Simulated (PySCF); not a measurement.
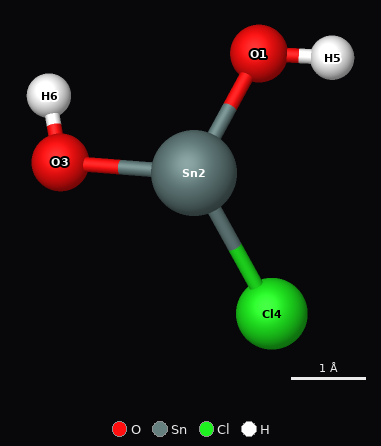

**Figure 1.** The structure as given in the input (ball-and-stick view, seen on its broad side; atoms are numbered from 1 in the order of the input). Sticks mark near contacts.

# SnH$_{2}$ClO$_{2}$ (charge +1): geometry relaxation (part 1 of 3)

- system: SnH$_{2}$ClO$_{2}$, charge +1
- method: HF/3-21G, RHF (PySCF 2.14.0)

The atoms were displaced at random from an optimised geometry. The geometry is that of the parent species in another charge or spin state. Figures and captions count atoms from 1; the log counts them from 0 in places.

## The program's output
```
[file] SyntaxWarning: invalid escape sequence '\W'
  S = {(paw_set(r)[0], bool(re.search(r"spin_orbit\W+true|paw_fr", str((r.get("files") or {}).get("input") or "")) or re.search("(?i)spin.orbit\W+(value\W+)?(true|yes)|value\W+spin-orbit", json.dumps(r.get("inputs"), default=str)))) for r in records}

#|     Arguments passed to driver run_optimizer():      |#
customengine              <pyscf.geomopt.geometric_solver.PySCFEngine object>
maxiter                   80
----------------------------------------------------------
Custom engine selected.
Bonds will be generated from interatomic distances less than 1.20 times sum of covalent radii
18 internal coordinates being used (instead of 18 Cartesians)
Internal coordinate system (atoms numbered from 1):
Distance 1-2
Distance 1-5
Distance 2-3
Distance 2-4
Distance 3-6
Angle 2-1-5
Angle 1-2-3
Angle 1-2-4
Angle 3-2-4
Angle 2-3-6
Dihedral 5-1-2-3
Dihedral 5-1-2-4
Dihedral 1-2-3-6
Dihedral 4-2-3-6
Translation-X 1-6
Translation-Y 1-6
Translation-Z 1-6
Rotation-A 1-6
Rotation-B 1-6
Rotation-C 1-6
<class 'geometric.internal.Distance'> : 5
<class 'geometric.internal.Angle'> : 5
<class 'geometric.internal.Dihedral'> : 4
<class 'geometric.internal.TranslationX'> : 1
<class 'geometric.internal.TranslationY'> : 1
<class 'geometric.internal.TranslationZ'> : 1
<class 'geometric.internal.RotationA'> : 1
<class 'geometric.internal.RotationB'> : 1
<class 'geometric.internal.RotationC'> : 1
> ===== Optimization Info: ====
> Job type: Energy minimization
> Maximum number of optimization cycles: 80
> Initial / maximum trust radius (Angstrom): 0.100 / 0.300
> Convergence Criteria:
> Will converge when all 5 criteria are reached:
>  |Delta-E| < 1.00e-06
>  RMS-Grad  < 3.00e-04
>  Max-Grad  < 4.50e-04
>  RMS-Disp  < 1.20e-03
>  Max-Disp  < 1.80e-03
> === End Optimization Info ===

Geometry optimization cycle 1
Cartesian coordinates (Angstrom)
 Atom        New coordinates             dX        dY        dZ
   O  -0.475439   1.390378  -0.130789    0.000000  0.000000  0.000000
  Sn   0.360968  -0.319019  -0.650752    0.000000  0.000000  0.000000
   O   1.255864  -0.859060   1.020297    0.000000  0.000000  0.000000
  Cl  -1.319837  -1.879185  -1.146177    0.000000  0.000000  0.000000
   H  -1.217027   1.656356  -0.729840    0.000000 -0.000000  0.000000
   H   1.357732  -0.094983   1.584328    0.000000  0.000000  0.000000

WARN: Mole.unit (angstrom) is changed to Bohr

converged SCF energy = -6603.37124075005
--------------- SecondOrderRHF_Scanner gradients ---------------
         x                y                z
0 O    -0.0082244330     0.0297495597     0.0415912760
1 Sn     0.0204905301    -0.0078330844    -0.0713024359
2 O     0.0117835032    -0.0017828183     0.0561800012
3 Cl    -0.0063250166     0.0017718041     0.0127722882
4 H    -0.0071590381    -0.0094096710    -0.0157658565
5 H    -0.0105655456    -0.0124957901    -0.0234752731
----------------------------------------------
cycle 1: E = -6603.37124075  dE = -6603.37  norm(grad) = 0.11384
Step    0 : Gradient = 4.647e-02/7.460e-02 (rms/max) Energy = -6603.3712407501
Hessian Eigenvalues: 2.30000e-02 2.30000e-02 5.00000e-02 ... 2.50000e-01 4.95411e-01 5.65286e-01

Geometry optimization cycle 2
Cartesian coordinates (Angstrom)
 Atom        New coordinates             dX        dY        dZ
   O  -0.504682   1.396795  -0.181715   -0.029243  0.006417 -0.050926
  Sn   0.253727  -0.323585  -0.523947   -0.107241 -0.004566  0.126805
   O   1.276292  -0.847091   0.998122    0.020428  0.011969 -0.022175
  Cl  -1.306399  -1.933085  -1.211872    0.013438 -0.053900 -0.065695
   H  -1.215412   1.730949  -0.765870    0.001615  0.074593 -0.036030
   H   1.458734  -0.129495   1.632350    0.101002 -0.034512  0.048022
converged SCF energy = -6603.39702065991
--------------- SecondOrderRHF_Scanner gradients ---------------
         x                y                z
0 O    -0.0022970303     0.0123402699     0.0254164490
1 Sn     0.0195905837     0.0047442807    -0.0338868196
2 O     0.0020145920    -0.0142268969     0.0167795567
3 Cl    -0.0074152130    -0.0005667315     0.0086685155
4 H    -0.0036368802    -0.0088391731    -0.0099317421
5 H    -0.0082560523     0.0065482510    -0.0070459595
----------------------------------------------
cycle 2: E = -6603.39702066  dE = -0.0257799  norm(grad) = 0.0576829
Step    1 : Displace = 1.001e-01/1.661e-01 (rms/max) Trust = 1.000e-01 (=) Grad = 2.355e-02/3.943e-02 (rms/max) E (change) = -6603.3970206599 (-2.578e-02) Quality = 1.145
Hessian Eigenvalues: 2.29506e-02 2.30017e-02 5.00000e-02 ... 2.47463e-01 4.94048e-01 5.91737e-01

Geometry optimization cycle 3
Cartesian coordinates (Angstrom)
 Atom        New coordinates             dX        dY        dZ
   O  -0.573762   1.421556  -0.260737   -0.069080  0.024760 -0.079021
  Sn   0.100415  -0.336193  -0.374190   -0.153313 -0.012608  0.149757
   O   1.298339  -0.831394   1.000360    0.022047  0.015697  0.002238
  Cl  -1.259977  -1.998581  -1.282005    0.046422 -0.065495 -0.070133
   H  -1.225410   1.857714  -0.828768   -0.009998  0.126766 -0.062897
   H   1.622656  -0.218615   1.692406    0.163922 -0.089120  0.060056
converged SCF energy = -6603.41647675995
--------------- SecondOrderRHF_Scanner gradients ---------------
         x                y                z
0 O    -0.0057760730     0.0103095647     0.0095113703
1 Sn     0.0095594095     0.0012118333    -0.0217037236
2 O     0.0033278850    -0.0149513249     0.0057862240
3 Cl    -0.0048427512     0.0000844664     0.0046242093
4 H    -0.0002959355    -0.0053551750    -0.0026098347
5 H    -0.0019725349     0.0087006355     0.0043917548
----------------------------------------------
cycle 3: E = -6603.41647676  dE = -0.0194561  norm(grad) = 0.0352337
Step    2 : Displace = 1.463e-01/2.148e-01 (rms/max) Trust = 1.414e-01 (+) Grad = 1.438e-02/2.375e-02 (rms/max) E (change) = -6603.4164767599 (-1.946e-02) Quality = 0.997
Hessian Eigenvalues: 2.29675e-02 2.30020e-02 5.00000e-02 ... 2.49590e-01 4.95239e-01 5.98291e-01

Geometry optimization cycle 4
Cartesian coordinates (Angstrom)
 Atom        New coordinates             dX        dY        dZ
   O  -0.633843   1.412651  -0.302747   -0.060081 -0.008904 -0.042011
  Sn  -0.122355  -0.348877  -0.144922   -0.222769 -0.012685  0.229268
   O   1.247642  -0.784621   0.985910   -0.050698  0.046773 -0.014451
  Cl  -1.137544  -2.055547  -1.343760    0.122432 -0.056967 -0.061755
   H  -1.164667   1.970113  -0.882881    0.060743  0.112399 -0.054114
   H   1.773029  -0.299231   1.635468    0.150373 -0.080616 -0.056937
converged SCF energy = -6603.42557992048
--------------- SecondOrderRHF_Scanner gradients ---------------
         x                y                z
0 O     0.0021329960    -0.0094726460     0.0026743252
1 Sn     0.0134932445     0.0086861166     0.0139241290
2 O    -0.0145261512    -0.0027699345    -0.0152610996
3 Cl     0.0008592501     0.0016107382     0.0010054258
4 H     0.0002100844    -0.0020073303    -0.0020171820
5 H    -0.0021694239     0.0039530561    -0.0003255984
----------------------------------------------
cycle 4: E = -6603.42557992  dE = -0.00910316  norm(grad) = 0.0322077
Step    3 : Displace = 1.763e-01/3.200e-01 (rms/max) Trust = 2.000e-01 (+) Grad = 1.315e-02/2.125e-02 (rms/max) E (change) = -6603.4255799205 (-9.103e-03) Quality = 0.958
Hessian Eigenvalues: 2.27818e-02 2.30715e-02 4.95033e-02 ... 2.84407e-01 4.95232e-01 5.96632e-01

Geometry optimization cycle 5
Cartesian coordinates (Angstrom)
 Atom        New coordinates             dX        dY        dZ
   O  -0.650382   1.423491  -0.324376   -0.016539  0.010840 -0.021629
  Sn  -0.158555  -0.358723  -0.141671   -0.036200 -0.009845  0.003251
   O   1.257603  -0.776371   1.009837    0.009962  0.008250  0.023927
  Cl  -1.133222  -2.083418  -1.365818    0.004322 -0.027871 -0.022058
   H  -1.168657   2.009920  -0.886008   -0.003990  0.039807 -0.003126
   H   1.815473  -0.320412   1.655103    0.042445 -0.021180  0.019635
converged SCF energy = -6603.42612646658
--------------- SecondOrderRHF_Scanner gradients ---------------
         x                y                z
0 O    -0.0031908796     0.0053977794    -0.0014638874
1 Sn    -0.0113338852     0.0006182208    -0.0064885152
2 O     0.0124561855    -0.0050758210     0.0084965615
3 Cl    -0.0004018745    -0.0009894489    -0.0014536745
4 H     0.0009203666    -0.0002763423    -0.0005207108
5 H     0.0015500873     0.0003256120     0.0014302264
----------------------------------------------
cycle 5: E = -6603.42612647  dE = -0.000546546  norm(grad) = 0.0217834
Step    4 : Displace = 3.765e-02/5.219e-02 (rms/max) Trust = 2.828e-01 (+) Grad = 8.893e-03/1.591e-02 (rms/max) E (change) = -6603.4261264666 (-5.465e-04) Quality = 0.365
Hessian Eigenvalues: 2.25524e-02 2.29923e-02 5.00000e-02 ... 4.72246e-01 4.95515e-01 5.95242e-01

Geometry optimization cycle 6
Cartesian coordinates (Angstrom)
 Atom        New coordinates             dX        dY        dZ
   O  -0.633423   1.417696  -0.319397    0.016958 -0.005795  0.004979
  Sn  -0.134010  -0.363666  -0.166319    0.024545 -0.004943 -0.024648
   O   1.245738  -0.769826   1.000490   -0.011865  0.006545 -0.009347
  Cl  -1.137731  -2.091044  -1.355856   -0.004509 -0.007626  0.009962
   H  -1.166905   2.008145  -0.863204    0.001752 -0.001775  0.022804
   H   1.788592  -0.306818   1.651353   -0.026881  0.013594 -0.003750
converged SCF energy = -6603.42670940904
--------------- SecondOrderRHF_Scanner gradients ---------------
         x                y                z
0 O    -0.0020381596     0.0035992967     0.0001307454
1 Sn     0.0005555916    -0.0015847420     0.0005574443
2 O     0.0015987949    -0.0029345604    -0.0000913316
3 Cl    -0.0002845656    -0.0003067317    -0.0002779337
4 H     0.0002949912    -0.0000284150    -0.0008816195
5 H    -0.0001266525     0.0012551525     0.0005626952
----------------------------------------------
cycle 6: E = -6603.42670941  dE = -0.000582942  norm(grad) = 0.00587014
Step    5 : Displace = 2.405e-02/3.485e-02 (rms/max) Trust = 2.828e-01 (=) Grad = 2.396e-03/4.138e-03 (rms/max) E (change) = -6603.4267094090 (-5.829e-04) Quality = 1.175
Hessian Eigenvalues: 2.17308e-02 2.29809e-02 5.00000e-02 ... 4.32928e-01 4.97107e-01 5.94809e-01

Geometry optimization cycle 7
Cartesian coordinates (Angstrom)
 Atom        New coordinates             dX        dY        dZ
   O  -0.623234   1.407133  -0.322731    0.010189 -0.010563 -0.003334
  Sn  -0.136431  -0.364842  -0.175536   -0.002422 -0.001176 -0.009217
   O   1.234362  -0.755829   0.999608   -0.011376  0.013997 -0.000881
  Cl  -1.136060  -2.096877  -1.356298    0.001671 -0.005833 -0.000442
   H  -1.161284   2.009501  -0.847750    0.005622  0.001356  0.015454
   H   1.784908  -0.304600   1.649774   -0.003685  0.002218 -0.001579
converged SCF energy = -6603.42680941068
--------------- SecondOrderRHF_Scanner gradients ---------------
         x                y                z
0 O     0.0016086585    -0.0050879224     0.0021341432
1 Sn    -0.0014665363     0.0057466281    -0.0005280898
2 O     0.0004319618    -0.0011137117    -0.0005223132
3 Cl     0.0000767876     0.0002840517     0.0002441112
4 H    -0.0000482081    -0.0004762452    -0.0012431835
5 H    -0.0006026635     0.0006471996    -0.0000846679
----------------------------------------------
cycle 7: E = -6603.42680941  dE = -0.000100002  norm(grad) = 0.00853771
Step    6 : Displace = 1.269e-02/1.786e-02 (rms/max) Trust = 3.000e-01 (+) Grad = 3.486e-03/5.954e-03 (rms/max) E (change) = -6603.4268094107 (-1.000e-04) Quality = 0.808
Hessian Eigenvalues: 1.61217e-02 2.29801e-02 5.00000e-02 ... 4.91996e-01 5.46322e-01 5.94114e-01

Geometry optimization cycle 8
Cartesian coordinates (Angstrom)
 Atom        New coordinates             dX        dY        dZ
   O  -0.619160   1.407232  -0.330771    0.004074  0.000099 -0.008039
  Sn  -0.140007  -0.371654  -0.179737   -0.003576 -0.006812 -0.004201
   O   1.223685  -0.746025   0.999587   -0.010677  0.009804 -0.000021
  Cl  -1.128776  -2.112079  -1.356460    0.007284 -0.015202 -0.000162
   H  -1.159252   2.025322  -0.833409    0.002032  0.015821  0.014341
   H   1.785770  -0.308310   1.647857    0.000862 -0.003710 -0.001918
converged SCF energy = -6603.42690010682
--------------- SecondOrderRHF_Scanner gradients ---------------
         x                y                z
0 O    -0.0001584608     0.0000411907     0.0007919165
1 Sn     0.0019592247    -0.0006855507     0.0017671244
2 O    -0.0017919180     0.0000945338    -0.0022517694
3 Cl     0.0001843107     0.0001710984     0.0002570807
4 H     0.0003891157    -0.0001000213    -0.0003960910
5 H    -0.0005822724     0.0004787491    -0.0001682612
----------------------------------------------
cycle 8: E = -6603.42690011  dE = -9.06961e-05  norm(grad) = 0.0041737
Step    7 : Displace = 1.366e-02/2.094e-02 (rms/max) Trust = 3.000e-01 (=) Grad = 1.704e-03/2.879e-03 (rms/max) E (change) = -6603.4269001068 (-9.070e-05) Quality = 1.059
Hessian Eigenvalues: 1.25275e-02 2.29806e-02 5.00000e-02 ... 4.94967e-01 5.08345e-01 5.93956e-01

Geometry optimization cycle 9
Cartesian coordinates (Angstrom)
 Atom        New coordinates             dX        dY        dZ
   O  -0.617978   1.407576  -0.338174    0.001181  0.000344 -0.007403
  Sn  -0.139213  -0.371256  -0.183321    0.000794  0.000398 -0.003584
   O   1.221821  -0.742855   1.003648   -0.001864  0.003170  0.004061
  Cl  -1.128947  -2.114292  -1.357015   -0.000171 -0.002214 -0.000555
   H  -1.164091   2.029105  -0.829796   -0.004839  0.003783  0.003613
   H   1.790669  -0.313791   1.651725    0.004899 -0.005481  0.003868
converged SCF energy = -6603.42693429185
--------------- SecondOrderRHF_Scanner gradients ---------------
         x                y                z
0 O    -0.0003751334     0.0006026239     0.0005333162
1 Sn     0.0001978417    -0.0008946579    -0.0000892320
2 O     0.0001114383     0.0000995443    -0.0003394935
3 Cl    -0.0000191577    -0.0000567716     0.0000933917
4 H     0.0003303857     0.0000949706    -0.0002507369
5 H    -0.0002453746     0.0001542906     0.0000527544
```
